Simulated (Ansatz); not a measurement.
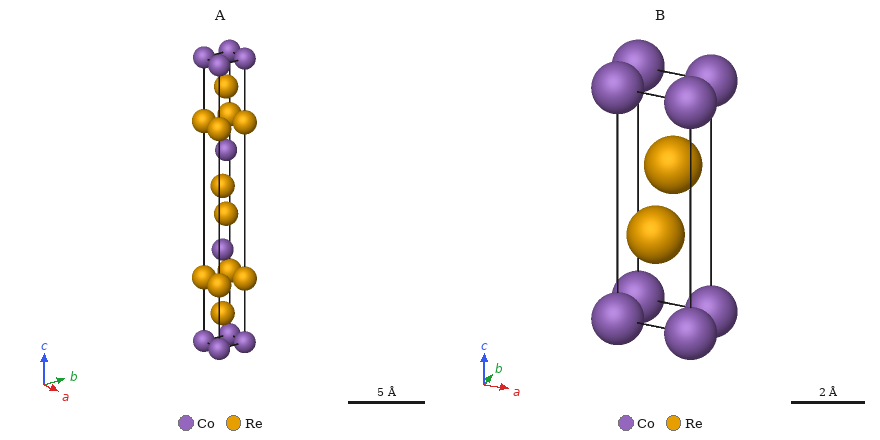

Two structures of CoRe2, each relaxed to rest (conventional cells in solid outline, small ones repeated, not to one scale). Method: Ansatz, DFT PBE, scalar-relativistic, plane waves, PAW, without spin polarisation (spin-restricted runs, not always the ground states).

Identify the two structures.

Answer. A: 9 atoms a cell on a rhombohedral (trigonal R) lattice, R-3m. B: 3 atoms a cell on a primitive hexagonal lattice, P-3m1.

Which structure is more stable?

Answer. A is lower, by 53 meV/atom at this level of theory (energies at zero smearing). Volumes: A 13.6, B 13.7 Å³/atom.

One or both may be structure types tried for this composition rather than known phases.
